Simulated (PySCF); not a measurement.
**BSiNH6O: excited-state calculation**

BSiNH6O, computed with TDDFT BHandHLYP/def2-SVPD, vertical, gas phase, core orbitals frozen in the response (PySCF 2.14.0).

The geometry comes from this level: PBE0-D3(BJ)/def2-SVP.

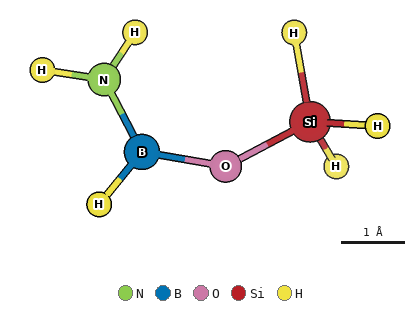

**Figure 1.** The input geometry (ball-and-stick view, seen at a tilt). Bond lengths as drawn: B–H 1.21 Å, B–N 1.40 Å, B–O 1.37 Å, H–N 1.01 Å, H–Si 1.49 to 1.50 Å and O–Si 1.66 Å.

**Results in brief**

- outcome: converged
- total energy: −447.772099 hartree
- HOMO: −9.41 eV
- LUMO: 0.70 eV
- dipole moment: 1.95 D
- mean polarisability: 52.04 a.u.
- vertical ionisation energy: 10.34 eV
- lowest singlet excitation: 7.43 eV
- hardware: 1 CPU thread, shared host
- wall time: 42 s
- peak memory: 0.62 GiB

**Input file**
```
{"job": {"kind": "uv", "xc": "BHandHLYP", "basis": "def2-SVPD", "ip": true}, "charge": 0, "multiplicity": 1}
N     -1.716258    -0.082111    -0.031895
B     -0.719461    -1.060116     0.087044
O      0.595184    -0.756711     0.332124
Si     1.562271     0.575909     0.525898
H     -2.679811    -0.327954    -0.207819
H     -1.554600     0.912716     0.058388
H     -1.022632    -2.227234    -0.029285
H      2.394124     0.772146    -0.696283
H      2.445802     0.358463     1.705009
H      0.744654     1.811591     0.753249
```

The first line tells a small driver script what to run in PySCF; the rest is the geometry in Å.

Launch command:
```bash
OMP_NUM_THREADS=1 python <driver script> task.json out
```

**The program's output**
```
coarse grid: 8584 points
cycle   1  E = -447.6462041645  dE =  2.166e-01  |g| = 6.438e-01  |ddm| = 3.893e+00
cycle   2  E = -447.6168327963  dE =  2.937e-02  |g| = 7.731e-01  |ddm| = 1.527e+00
cycle   3  E = -447.7303473440  dE = -1.135e-01  |g| = 6.363e-02  |ddm| = 8.225e-01
cycle   4  E = -447.7309413375  dE = -5.940e-04  |g| = 3.485e-02  |ddm| = 1.127e-01
cycle   5  E = -447.7312023215  dE = -2.610e-04  |g| = 4.751e-03  |ddm| = 3.391e-02
cycle   6  E = -447.7312075063  dE = -5.185e-06  |g| = 7.295e-04  |ddm| = 7.653e-03
final grid: 77568 points
cycle   7  E = -447.7720982275  dE = -8.753e-06  |g| = 2.327e-03  |ddm| = 4.181e-02
cycle   8  E = -447.7720983065  dE = -7.905e-08  |g| = 2.376e-03  |ddm| = 5.798e-03
cycle   9  E = -447.7720994746  dE = -1.168e-06  |g| = 1.367e-04  |ddm| = 1.970e-03
cycle  10  E = -447.7720994795  dE = -4.859e-09  |g| = 8.225e-05  |ddm| = 3.944e-04
cycle  11  E = -447.7720994810  dE = -1.578e-09  |g| = 2.559e-05  |ddm| = 1.320e-04
cycle  12  E = -447.7720994812  dE = -1.287e-10  |g| = 6.319e-06  |ddm| = 2.923e-05
```

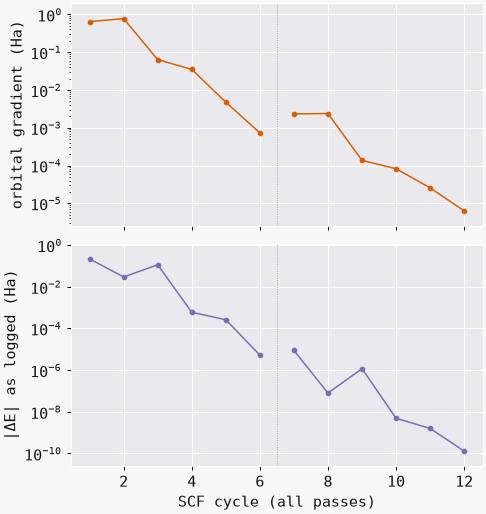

**Figure 2.** Convergence of the self-consistent field: orbital gradient and size of the energy change against the SCF cycle. The dotted line marks the change from a coarse to the final integration grid. The first 6 cycles use a coarse grid, the final grid takes over at cycle 7, and the field converges after 12 cycles in all.

```
converged SCF energy = -447.7720994812

Static polarisability (au): isotropic 52.041, principal 44.943 51.470 59.711

Singlet excitations
state   eV       nm        f      main configurations
  1   7.4258    167.0   0.04018   H->L 0.88
  2   8.0971    153.1   0.00313   H->L+1 0.42, H->L+2 0.21, H-2->L 0.17
  3   8.1721    151.7   0.01282   H-1->L 0.60, H-1->L+1 0.21
  4   8.5211    145.5   0.13224   H->L+3 0.80, H->L+4 0.09
  5   8.6276    143.7   0.01585   H-1->L+3 0.39, H->L+2 0.17, H-1->L+4 0.17
  6   8.6528    143.3   0.02505   H->L+2 0.31, H-1->L+3 0.17, H->L+1 0.15
  7   8.8497    140.1   0.04203   H-1->L+1 0.58, H-1->L 0.30
  8   8.9447    138.6   0.02063   H-2->L 0.45, H->L+1 0.23, H-2->L+2 0.13
  9   8.9508    138.5   0.03032   H->L+4 0.46, H-2->L+1 0.22
 10   9.1621    135.3   0.00360   H->L+5 0.45, H-2->L+5 0.14

Triplet excitations (Tamm-Dancoff, eV): 7.1198 7.1215 7.7213 7.7432
Vertical ionisation energy (delta-SCF) = 10.3365 eV
```

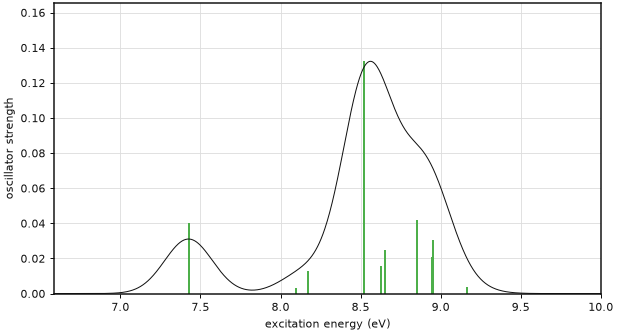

**Figure 3.** Computed excitations as sticks (degenerate states added up, dark ones marked on the axis), with a Gaussian envelope of 0.35 eV full width at half maximum, scaled to the tallest. Of the 10 states the lowest lies at 7.43 eV (f = 0.040); the strongest line is at 8.52 eV, or 146 nm (f = 0.132).

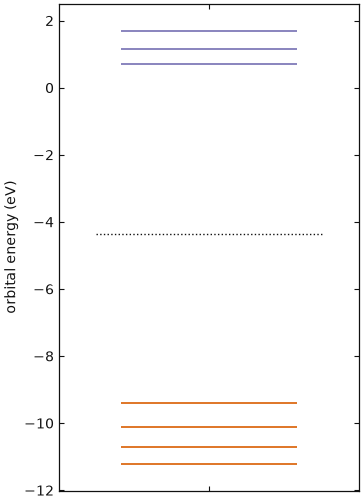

**Figure 4.** Orbital energies near the frontier; the dotted line parts filled from empty levels, and levels within 0.02 eV of each other stand side by side. Highest filled −9.41 eV, lowest empty 0.70 eV, 10.11 eV apart.
